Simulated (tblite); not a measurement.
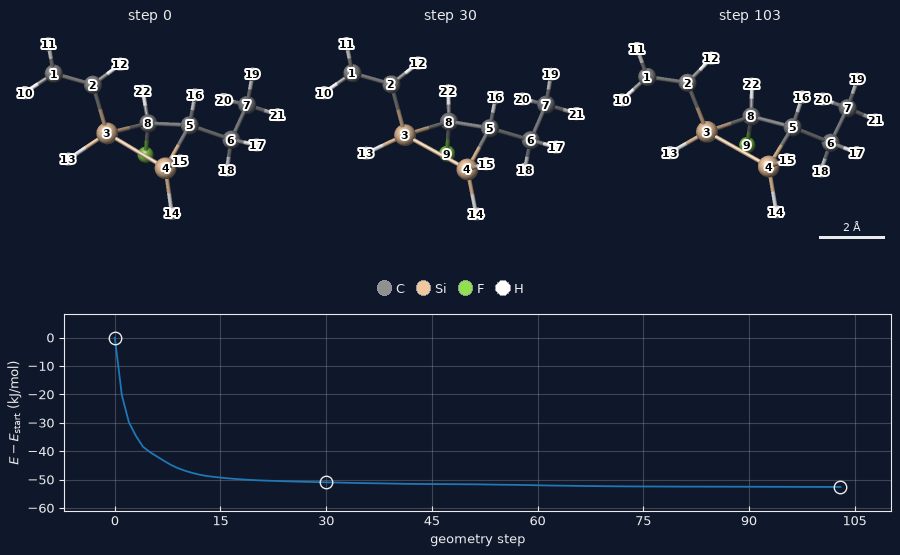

Frames of a relaxation of C$_{6}$H$_{13}$FSi$_{2}$, marked on the history of the run. A ball-and-stick model, seen at a tilt.

Level of theory: tblite 0.8.0, GFN2-xTB geometry optimisation, gas phase. 

### Describe the path.

H22 moves most after the best rigid fit: 0.38 Å. By element the largest moves are H 0.38 Å, F 0.31 Å, C 0.29 Å, Si 0.20 Å. Some distances before and after: Si3–Si4 2.214 → 2.341 Å, C2–Si3 1.838 → 1.884 Å, C5–C8 1.580 → 1.546 Å, C8–F9 1.363 → 1.394 Å. Among the angles between lasting bonds that change: Si3–C8–H22 109.8° → 120.7°, Si4–Si3–H13 118.1° → 126.0°, H14–Si4–H15 114.4° → 107.0°. Over 103 geometry steps the energy falls by 52.6 kJ/mol. The run took 1.8 s on 1 thread of Arm Neoverse N1, with other jobs on the host. From step 0 to 30: H13 moves most (0.32 Å), energy −50.9 kJ/mol. From step 30 to 103: H11 moves most (0.32 Å), energy −1.63 kJ/mol.

```json
{"step": "0", "E − E(0), kJ/mol": "0.00"}
{"step": "1", "E − E(0), kJ/mol": "-20.32"}
{"step": "2", "E − E(0), kJ/mol": "-29.81"}
{"step": "3", "E − E(0), kJ/mol": "-34.63"}
{"step": "4", "E − E(0), kJ/mol": "-38.43"}
{"step": "5", "E − E(0), kJ/mol": "-40.34"}
{"step": "6", "E − E(0), kJ/mol": "-41.89"}
{"step": "7", "E − E(0), kJ/mol": "-43.41"}
{"step": "8", "E − E(0), kJ/mol": "-44.86"}
{"step": "9", "E − E(0), kJ/mol": "-46.01"}
{"step": "10", "E − E(0), kJ/mol": "-46.91"}
{"step": "15", "E − E(0), kJ/mol": "-49.28"}
{"step": "20", "E − E(0), kJ/mol": "-50.20"}
{"step": "25", "E − E(0), kJ/mol": "-50.64"}
{"step": "30", "E − E(0), kJ/mol": "-50.95"}
{"step": "34", "E − E(0), kJ/mol": "-51.18"}
{"step": "39", "E − E(0), kJ/mol": "-51.38"}
{"step": "44", "E − E(0), kJ/mol": "-51.55"}
{"step": "49", "E − E(0), kJ/mol": "-51.62"}
{"step": "54", "E − E(0), kJ/mol": "-51.76"}
{"step": "59", "E − E(0), kJ/mol": "-51.94"}
{"step": "64", "E − E(0), kJ/mol": "-52.15"}
{"step": "69", "E − E(0), kJ/mol": "-52.30"}
{"step": "74", "E − E(0), kJ/mol": "-52.40"}
{"step": "79", "E − E(0), kJ/mol": "-52.45"}
{"step": "83", "E − E(0), kJ/mol": "-52.47"}
{"step": "88", "E − E(0), kJ/mol": "-52.49"}
{"step": "93", "E − E(0), kJ/mol": "-52.53"}
{"step": "98", "E − E(0), kJ/mol": "-52.56"}
{"step": "103", "E − E(0), kJ/mol": "-52.58"}
```
